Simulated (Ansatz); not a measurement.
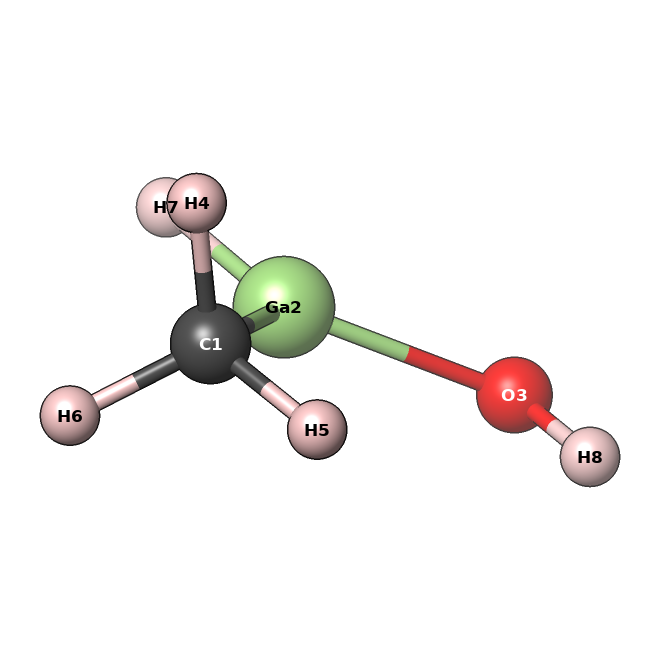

Ga2 lies behind C1. The molecule seen a little off the C1–Ga2 bond, C1 in front. Atoms fade into the background with distance from the viewer. The computed structure is the end point of a PBE0-D4/def2-TZVP optimisation. No frequency run is at hand to confirm it as a minimum.

What is the torsion angle H4–C1–Ga2–O3? The sign is positive where the front bond must turn clockwise to cover the back bond.

116°, anticlinal.
